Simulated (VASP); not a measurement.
Band structure of Y2Zr (space group Fd-3m). Computed with PBE GGA, VASP's PBE PAW potentials (set 64) (plane waves; VASP).

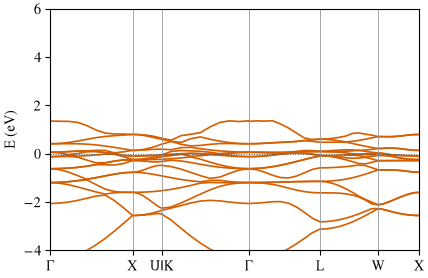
Fig. 1. Bands along high-symmetry lines, zero at the valence-band maximum or, without a gap, the Fermi level

**Question.** Read the plot: is there a gap, and where are the band edges?

**Answer.** It has no gap at this level: it comes out as a metal or semimetal.

The structure was generated: Y2Zr was put into an ordered model structure, which need not be its known phase. The cell was not relaxed at this level. The k-mesh is coarse (spacing up to 0.38 per Å, 2π included), so the numbers may not be converged in it.
